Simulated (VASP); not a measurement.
Band structure of C (diamond). Calculation: PBE0 hybrid, VASP's PBE PAW potentials (set 64) (plane waves; VASP).

The path is coarsely sampled, so an indirect gap can come out somewhat too large.

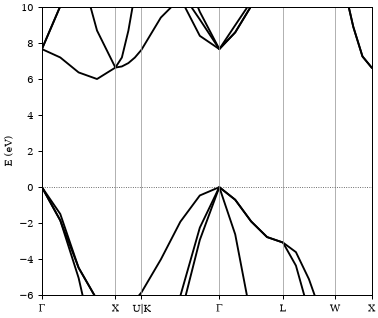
*Bands along high-symmetry lines, zero at the valence-band maximum or, without a gap, the Fermi level*

Q: Read the plot: is there a gap, and where are the band edges?

A: The gap is indirect, 6.01 eV, from the valence maximum at Γ to the conduction minimum at Γ-X at 0.75.

The compound is C in the diamond structure. It was relaxed first. The cell's shape comes from a PBE relaxation.
